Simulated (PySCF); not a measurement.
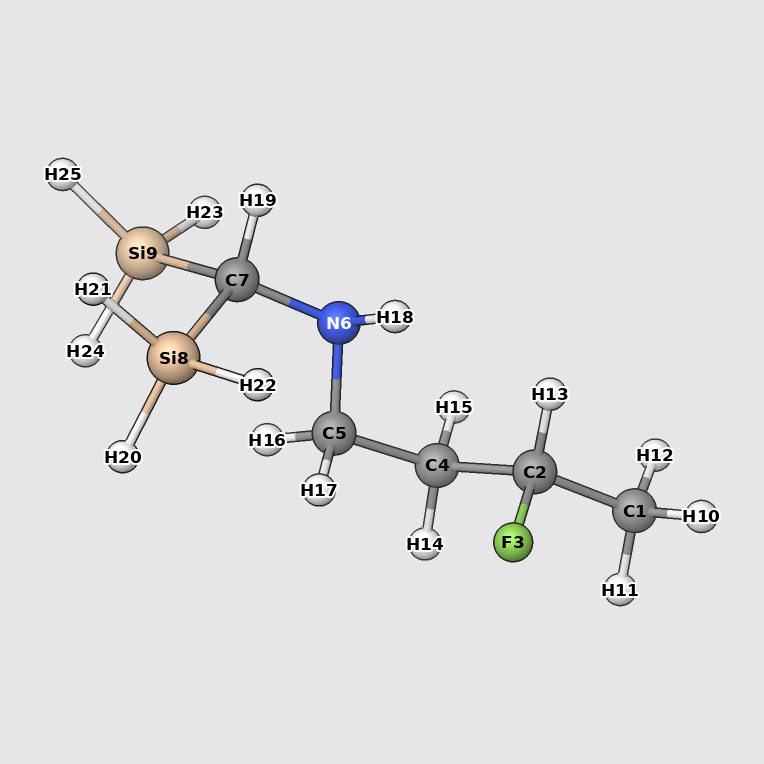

The computed structure is the end point of a GFN2-xTB optimisation. No frequency run is at hand to confirm it as a minimum. Electric field gradients from the ground-state density, PBE0/pcSseg-1 (PySCF 2.14.0), non-relativistic apart from any core potentials.

Give the largest field-gradient component, the quadrupole coupling constant and the asymmetry for 14N at N6 (Q = 20.44 mb), 2H at H10 (Q = 2.86 mb), 2H at H11 (Q = 2.86 mb), 2H at H12 (Q = 2.86 mb), 2H at H13 (Q = 2.86 mb).

| atom | V_zz (a.u.) | e²qQ/h (MHz) | η |
| --- | --- | --- | --- |
| N6 | −1.239 | −5.95 | 0.15 |
| H10 | 0.314 | 0.211 | 0.02 |
| H11 | 0.313 | 0.211 | 0.03 |
| H12 | 0.317 | 0.213 | 0.03 |
| H13 | 0.284 | 0.191 | 0.05 |

The geometry is semi-empirical. Around Si such bond lengths and angles can be off by a tenth of an ångström or more and by several degrees, and values that hang on the shape move with them.
